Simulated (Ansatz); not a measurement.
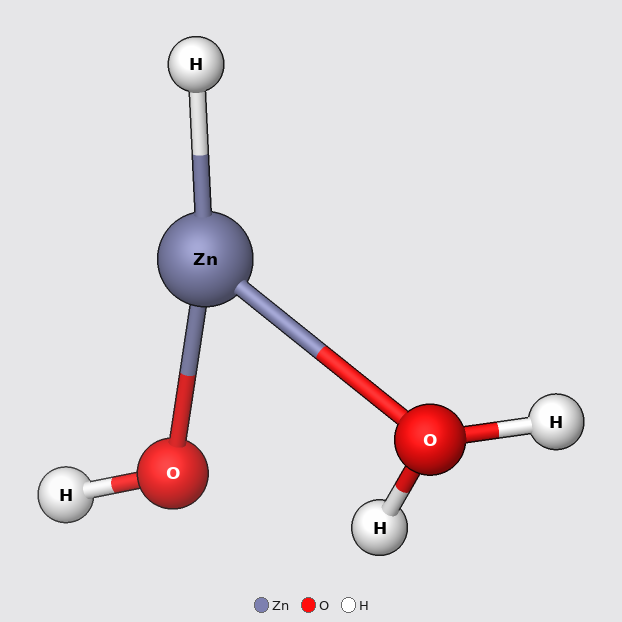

Ball-and-stick drawing of a structure. Every bond is drawn as one stick, whatever its order.

**What is the molecular formula?**

H4O2Zn, 7 atoms: 4 hydrogen, 2 oxygen and 1 zinc.

**How many bonds of each kind are drawn?**

3 O–H, 2 O–Zn, 1 Zn–H. Sticks follow a distance rule.

**What is the point group of this geometry?**

C1.

More results for the same structure follow; atom numbers are the same in all pictures, views and colours differ. The computed structure is the end point of a PBE0-D4/def2-TZVP optimisation.

Shape

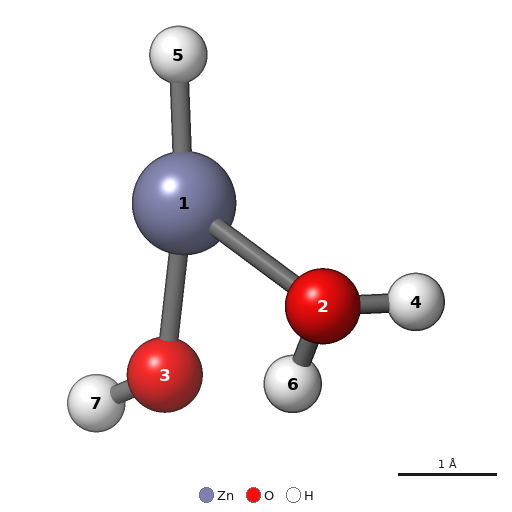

Which atoms are bonded, and how long are the bonds?

| bond | length (Å) |
| --- | --- |
| Zn1–O2 | 2.252 |
| Zn1–O3 | 1.825 |
| Zn1–H5 | 1.527 |
| O2–H4 | 0.960 |
| O2–H6 | 0.977 |
| O3–H7 | 0.955 |

Electronic properties

Method: RKS BHLYP-D4/def2-TZVPP (Ansatz 0.2.0).

**What is the dispersion correction?**

−9.7 kJ/mol.

Thermal motion

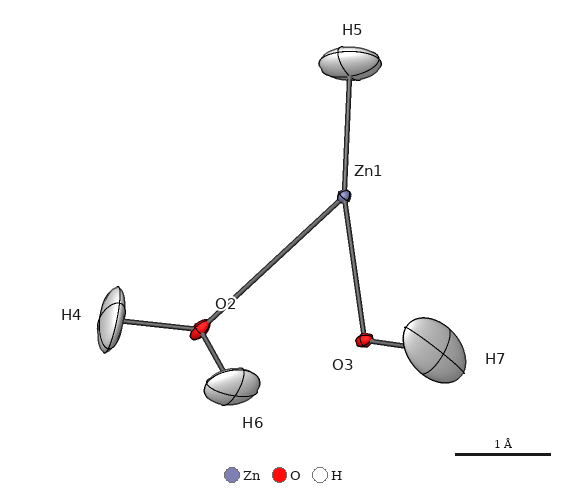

Displacement ellipsoids at the 50 % level, from the internal vibrations of the free molecule (harmonic, no overall translation or rotation; no half-axis is drawn under 0.075 Å). Vibrations computed with RKS PBE0-D4/def2-TZVP (Ansatz 0.2.0). Temperature: 298 K.

**Which atom has the largest mean-square displacement?**

H7, with U_eq = 0.0609 Å².

**Does H7 move more along its bond or across it?**

Across it: the root-mean-square amplitude is 0.091 Å along the bond and up to 0.377 Å across, since bending and torsion are softer than stretching.

Give the displacement parameters, one line for each set of equivalent atoms.

```tsv
atom	U_eq (Å²)	rms amplitudes (Å)
Zn1	0.00037	0.006, 0.014, 0.030
O2	0.0038	0.016, 0.054, 0.090
O3	0.0026	0.037, 0.041, 0.068
H4	0.0414	0.080, 0.223, 0.260
H5	0.0325	0.094, 0.207, 0.215
H6	0.0261	0.083, 0.175, 0.202
H7	0.0609	0.085, 0.183, 0.377
```

Dipole moment

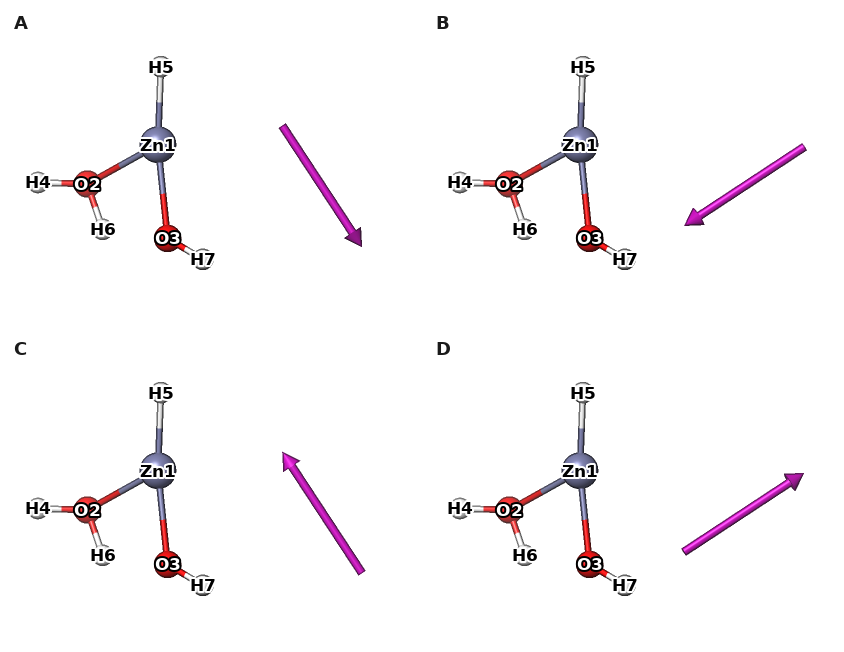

The same molecule four times, each with an arrow. Properties computed with RKS PBE0-D4/def2-TZVP (Ansatz 0.2.0).

**Which arrow points along the dipole moment, from the negative to the positive end?**

B. The dipole moment is 1.47 D; it points from the side of H5 to the side of H4 (the outermost atoms at the two ends).
